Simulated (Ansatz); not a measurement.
Input file:

```
crystal:
  periodic: [false, false, false]
  atoms:
    - { symbol: Si, position_ang: [-0.256919, -0.205755, -0.379618] }
    - { symbol: F, position_ang: [-0.210327, 0.899508, 2.188591] }
    - { symbol: H, position_ang: [0.762767, -0.955233, 0.393667] }
    - { symbol: H, position_ang: [0.112415, 1.222914, -0.530733] }
    - { symbol: H, position_ang: [-0.312988, -0.802613, -1.750582] }
    - { symbol: O, position_ang: [-1.781562, -0.347737, 0.29477] }
    - { symbol: Al, position_ang: [-3.23198, -1.190383, -0.054991] }
    - { symbol: H, position_ang: [-3.265299, -2.198763, -1.279207] }
    - { symbol: H, position_ang: [-4.45407, -0.887937, 0.909288] }
    - { symbol: H, position_ang: [-1.118538, 0.727799, 2.096816] }
basis:
  gaussian: { orbitals: "6-31G*" }
hamiltonian:
  xc: pbe0
  dispersion: d4
relax:
  f_tol: 0.03
  max_steps: 50
output:
  orbitals: {}
```

Launched as:

```sh
ansatz run input.yaml --threads 1 --pin off --max-ram 2048MiB --backend cpu --events-out ev --progress --plain --runs-dir out
```

The fields are those of the run's last geometry, not of the input's.

Level of theory: RKS PBE0-D4/6-31G* in Ansatz.

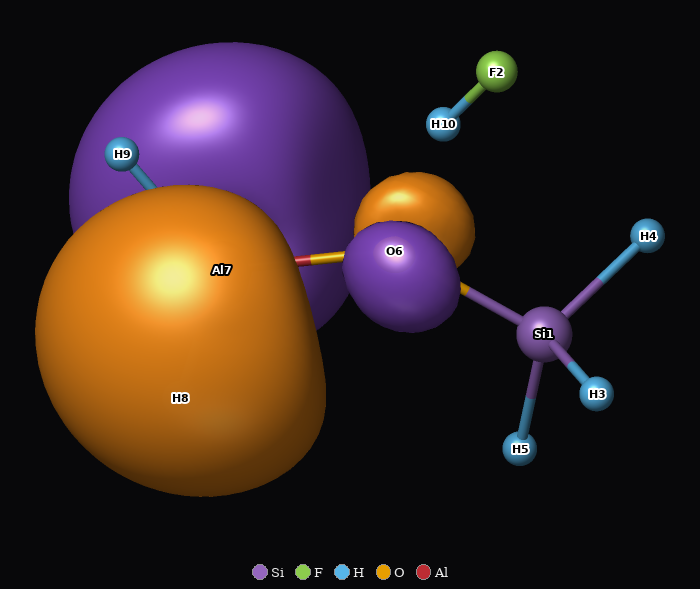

AlH$_{5}$OSi···HF. The LUMO at ±0.1 Å⁻³ᐟ² (orange and purple are the two phases), seen at an oblique angle.

Q: What is the character of this orbital?

A: It lies mainly on Al7 (about 80 %) and O6 (about 5 %). Its energy is −1.51 eV.
